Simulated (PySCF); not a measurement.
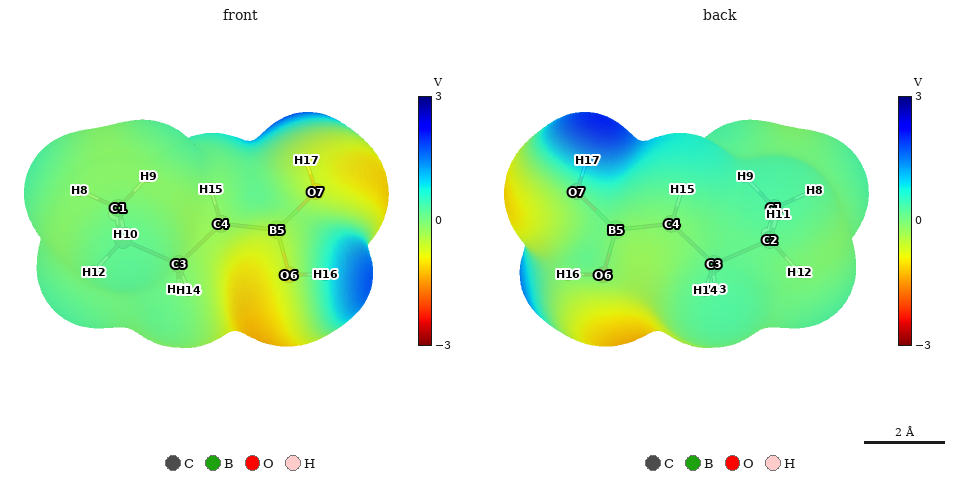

The picture shows: C4H10BO2 (SMILES CCC[CH]B(O)O) (doublet). The electrostatic potential painted on the density surface at 0.001 e/bohr³, seen from the front and from behind; red is negative and blue positive.

Geometry: GFN2-xTB.

Theory: UKS B3LYP, pcH-1 on B C H O, non-relativistic, mean-field spin-orbit, GIAO in PySCF.

```xyz
17

C    -1.9506    0.3010    0.9320
C    -1.7478   -0.2558   -0.4717
C    -0.3117   -0.7535   -0.6701
C     0.7022    0.3207   -0.5844
B     2.0889    0.1387    0.0418
O     2.4445   -1.0794    0.5400
O     3.0164    1.1530    0.1381
H    -2.9659    0.6714    1.0571
H    -1.2550    1.1169    1.1171
H    -1.7702   -0.4716    1.6756
H    -1.9669    0.5208   -1.2080
H    -2.4417   -1.0821   -0.6409
H    -0.2488   -1.2172   -1.6657
H    -0.0704   -1.5335    0.0544
H     0.4038    1.2687   -1.0173
H     3.3296   -1.0819    0.9044
H     2.7367    1.9957   -0.2122
```

Q: Which sites attract a positive test charge, and which a negative one?

A: A positive charge is drawn to the negative regions and a negative charge to the positive ones. The most negative region (about −1.3 V) lies over O6, the most positive (about +2.0 V) over H17. O6 is the likeliest acceptor of a hydrogen bond.
